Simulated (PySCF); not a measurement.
# CH8O2Si2 (SMILES CO[SiH2]O[SiH3]): levels of theory compared

Wanted: a comparison of 6 runs (B3LYP/cc-pVDZ, BHLYP/cc-pVDZ, PBE0/cc-pVDZ, TPSS/cc-pVDZ, r2SCAN/cc-pVDZ, revPBE/cc-pVDZ) of CH8O2Si2. 

Program for the calculation: PySCF 2.14.0.

## Step 1: The system as given

CH8O2Si2 has 13 atoms, charge 0, and is taken as a singlet. As SMILES, `CO[SiH2]O[SiH3]`. One bond was lengthened or shortened from a relaxed shape.

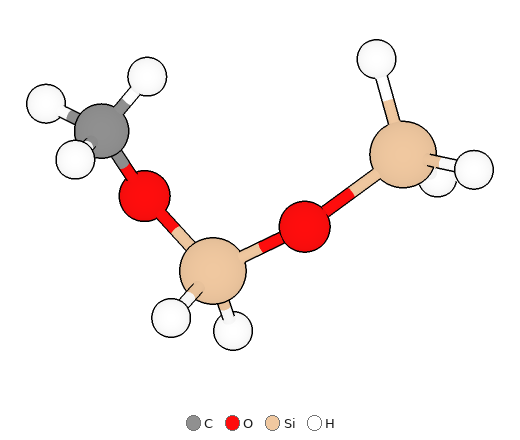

Viewed from a chosen angle; carbon grey, oxygen red, silicon light orange, hydrogen white.

## Step 2: A single-point energy at B3LYP/cc-pVDZ (run 1)

Contents of geometry.xyz:

```xyz
13
CH8O2Si2
C     -1.138889    -0.666134     1.909984
O     -0.104089    -1.280334     1.174784
Si     1.257011    -0.512334     0.702984
O      0.956711     0.650566    -0.402216
Si     0.200600     0.997400    -2.090500
H     -1.762589    -1.448634     2.344984
H     -0.744389    -0.044134     2.722084
H     -1.762889    -0.041234     1.263084
H      2.118211    -1.562434     0.117684
H      1.883911     0.173466     1.859984
H      0.728600     2.293900    -2.579800
H      0.554700    -0.080200    -3.051400
H     -1.278900     1.078100    -1.975300
```

Contents of run.py:

```python
from pyscf import gto, dft

system = gto.M(
    atom='geometry.xyz',
    verbose=3,
    max_memory=1860,
    basis='cc-pvdz',
    charge=0,
)

myscf = dft.RKS(system, xc='b3lyp')
myscf.conv_tol = 1e-10
myscf.grids.level = 5
myscf.kernel()
if not myscf.converged:
    myscf = myscf.newton().run(myscf.mo_coeff, myscf.mo_occ)

e_tot = myscf.e_tot
print('Final energy', e_tot)
```

Launch:

```console
$ OMP_NUM_THREADS=1 python run.py
```

Log:

```text
converged SCF energy = -772.465074405305
Final energy -772.4650744053051
```

Wall time 91 s (1 thread of Intel Xeon at 2.50GHz (Skylake/Cascade Lake), shared host); peak memory 0.67 GiB.

## Step 3: A single-point energy at BHLYP/cc-pVDZ (run 2)

Contents of start.xyz:

```xyz
13
CH8O2Si2
C     -1.138889    -0.666134     1.909984
O     -0.104089    -1.280334     1.174784
Si     1.257011    -0.512334     0.702984
O      0.956711     0.650566    -0.402216
Si     0.200600     0.997400    -2.090500
H     -1.762589    -1.448634     2.344984
H     -0.744389    -0.044134     2.722084
H     -1.762889    -0.041234     1.263084
H      2.118211    -1.562434     0.117684
H      1.883911     0.173466     1.859984
H      0.728600     2.293900    -2.579800
H      0.554700    -0.080200    -3.051400
H     -1.278900     1.078100    -1.975300
```

Contents of run.py:

```python
from pyscf import gto, dft

mol = gto.M(
    atom='start.xyz',
    basis='cc-pvdz',
    verbose=4,
    max_memory=1860,
)

mf = dft.RKS(mol)
mf.xc = 'bhandhlyp'
mf.grids.level = 5
mf.conv_tol = 1e-10
mf.kernel()
if not mf.converged:
    mf = mf.newton().run(mf.mo_coeff, mf.mo_occ)

e_tot = mf.e_tot
print('Final energy', e_tot)
```

Launch:

```console
$ OMP_NUM_THREADS=1 python run.py
```

Log:

```text
PySCF version 2.14.0

[... 83 lines left out ...]
converged SCF energy = -772.324415555586
Final energy -772.3244155555856
```

It took 93 s on 1 thread of Intel Xeon at 2.50GHz (Skylake/Cascade Lake), shared host; peak memory 0.67 GiB.

Run 3 isn't shown in full; the table further down has it.

## Step 4: The energy at TPSS/cc-pVDZ (run 4)

Contents of calc.py:

```python
from pyscf import gto, dft

system = gto.M(
    atom='''
C     -1.138889    -0.666134     1.909984
O     -0.104089    -1.280334     1.174784
Si     1.257011    -0.512334     0.702984
O      0.956711     0.650566    -0.402216
Si     0.200600     0.997400    -2.090500
H     -1.762589    -1.448634     2.344984
H     -0.744389    -0.044134     2.722084
H     -1.762889    -0.041234     1.263084
H      2.118211    -1.562434     0.117684
H      1.883911     0.173466     1.859984
H      0.728600     2.293900    -2.579800
H      0.554700    -0.080200    -3.051400
H     -1.278900     1.078100    -1.975300
''',
    verbose=3,
    basis='cc-pvdz',
    charge=0,
    max_memory=1860,
)

calc0 = dft.RKS(system, xc='tpss')
calc0.conv_tol = 1e-10
calc0.grids.level = 5
calc0.kernel()
if not calc0.converged:
    calc0 = calc0.newton().run(calc0.mo_coeff, calc0.mo_occ)

energy = calc0.e_tot
print('Final energy', energy)
```

Launch:

```console
$ OMP_NUM_THREADS=1 python calc.py
```

Log:

```text
converged SCF energy = -772.506641287953
Final energy -772.5066412879535
```

Wall time 2.5 min (1 thread of Intel Xeon at 2.50GHz (Skylake/Cascade Lake), shared host); peak memory 0.69 GiB.

Run 5 isn't shown in full; the table further down has it.

## Step 5: The energy at revPBE/cc-pVDZ (run 6)

Contents of job.py:

```python
from pyscf import gto, dft

mol = gto.M(
    atom='''
C       -1.138889      -0.666134       1.909984
O       -0.104089      -1.280334       1.174784
Si       1.257011      -0.512334       0.702984
O        0.956711       0.650566      -0.402216
Si       0.200600       0.997400      -2.090500
H       -1.762589      -1.448634       2.344984
H       -0.744389      -0.044134       2.722084
H       -1.762889      -0.041234       1.263084
H        2.118211      -1.562434       0.117684
H        1.883911       0.173466       1.859984
H        0.728600       2.293900      -2.579800
H        0.554700      -0.080200      -3.051400
H       -1.278900       1.078100      -1.975300
''',
    basis='cc-pvdz',
    verbose=3,
    spin=0,
    max_memory=1860,
)

mf = dft.RKS(mol, xc='revpbe')
mf.conv_tol = 1e-10
mf.grids.level = 5
mf.kernel()
if not mf.converged:
    mf = mf.newton().run(mf.mo_coeff, mf.mo_occ)

e_final = mf.e_tot
print('E(%s) = %.9f' % ('REVPBE', e_final))
```

Launch:

```console
$ OMP_NUM_THREADS=1 python job.py
```

Log:

```text
converged SCF energy = -772.227110701819
E(REVPBE) = -772.227110702
```

It took 93 s on 1 thread of Intel Xeon at 2.50GHz (Skylake/Cascade Lake), shared host; peak memory 0.67 GiB.

## Step 6: Overview of the runs

```csv
run,level,energy (Eh),dipole moment (D),HOMO energy (eV),LUMO energy (eV),wall time
1,B3LYP/cc-pVDZ,-772.465074,1.77,-7.72,-0.43,91 s
2,BHLYP/cc-pVDZ,-772.324416,1.84,-9.45,0.80,93 s
3,PBE0/cc-pVDZ,-771.959864,1.79,-8.01,-0.25,82 s
4,TPSS/cc-pVDZ,-772.506641,1.73,-6.55,-0.96,2.5 min
5,r2SCAN/cc-pVDZ,-772.265238,1.76,-6.79,-0.85,2.5 min
6,revPBE/cc-pVDZ,-772.227111,1.70,-6.38,-1.09,93 s
```

## Step 7: Summary of results

| quantity | value |
| --- | --- |
| run 6: total energy | -772.22711 Eh |
| run 6: dipole moment | 1.70 D |
| run 6: HOMO energy | -6.38 eV |
| run 6: LUMO energy | -1.09 eV |
| run 6: HOMO–LUMO gap | 5.29 eV |

The dipole moment (its size) runs from 1.70 D (revPBE/cc-pVDZ) to 1.84 D (BHLYP/cc-pVDZ). The HOMO–LUMO gap runs from 5.29 eV (revPBE/cc-pVDZ) to 10.25 eV (BHLYP/cc-pVDZ). Totals of different functionals can't be ranked against each other. All runs together took 11 min, the longest 2.5 min.
